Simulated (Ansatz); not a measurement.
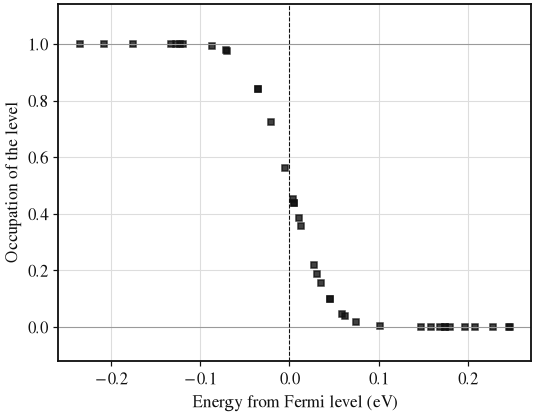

Occupations of the one-electron levels of the k mesh against their energy, from a run on LaMn₃, space group Pm-3m (No. 221), 4 atoms in the cell, with Ansatz.

**Which smearing scheme was used (Fermi-Dirac, Gaussian, Methfessel-Paxton or cold), and about what width?**

Gaussian smearing with a width of 0.05 eV. The occupations stay between 0 and 1 and die off fast, as an error function; the slope at the Fermi level is 1/(√π × width).
